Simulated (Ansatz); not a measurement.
**FO2Si (SMILES O=[Si]([O-])F) (charge −1): density, localisation and related maps**

Input file:

```
crystal:
  periodic: [false, false, false]
  atoms:
    - {symbol: O, position_ang: [0.847014, 0.712957, 1.133321]}
    - {symbol: Si, position_ang: [0.083036, -0.078127, 0.053541]}
    - {symbol: O, position_ang: [-0.200184, -1.552212, -0.266658]}
    - {symbol: F, position_ang: [-0.739547, 0.911900, -0.899312]}
basis:
  gaussian: {orbitals: "def2-TZVPPD.json"}
total_charge: -1
hamiltonian: {xc: pbe0, dispersion: d4}
output: {forces: true, orbitals: {seedname: orbitals}}
```

Launched as:

```sh
ansatz run in.yaml --threads 2 --pin off --events-out ev --progress --plain --max-ram 3481MiB
```

Geometry: a frame of the PBE0-D4/def2-SVPD trajectory; not at a stationary point (largest force 0.9 eV/Å).

Method: Ansatz 0.2.0, RKS PBE0-D4/def2-TZVPPD.

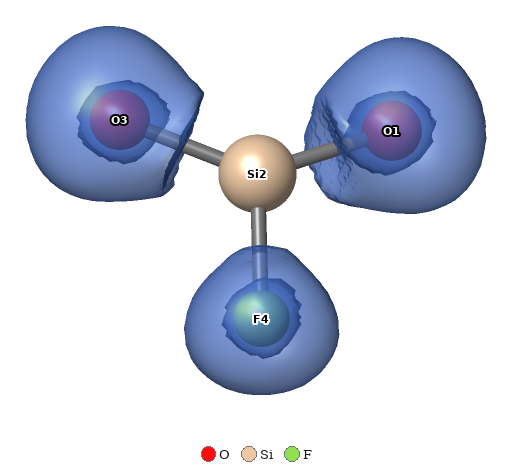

Figure 1. Isosurface of the ELF at 0.75 (blue), seen at a tilt. Only the valence region is drawn (cores and ρ < 0.01 e/Å³ removed).

Describe the localisation domains.

Answer. The ELF exceeds this value in one region wrapped around F (its lone pairs, merged into a ring or cap) and two regions wrapped around O (its lone pairs, merged into a ring or cap).


Si–O (1.53 Å): the ELF peaks at about 0.85 between the atoms, as expected for a short, strongly polar bond. Si–F (1.60 Å): the ELF peaks at about 0.85 in the valence shell of F, 0.6 Å from its nucleus, and is about 0.55 at the midpoint.

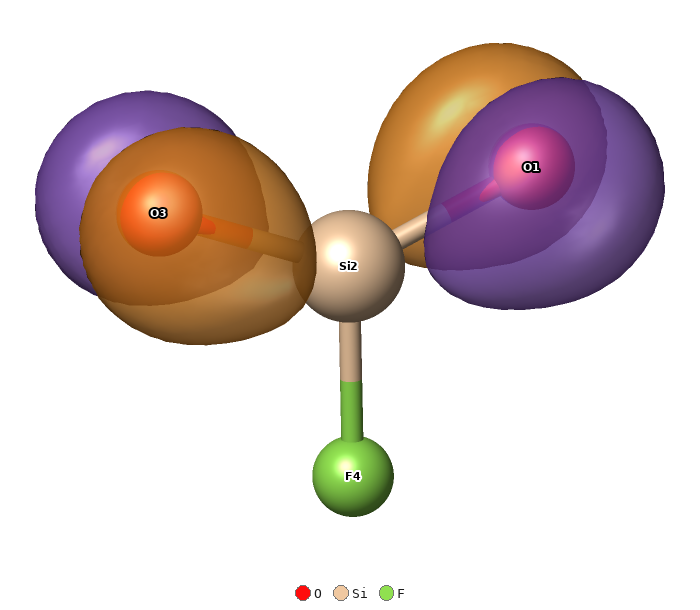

Figure 2. The HOMO−1 at ±0.15 Å⁻³ᐟ² (orange and purple are the two phases), seen at a tilt.

What is the character of this orbital?

Answer. By Hirshfeld shares it lies mainly on O1 (about 40 %) and O3 (about 40 %); it changes sign across the molecular plane (π type); π-bonding across O1–Si2; π-antibonding (a node) across Si2–O3. Its energy is −2.74 eV.
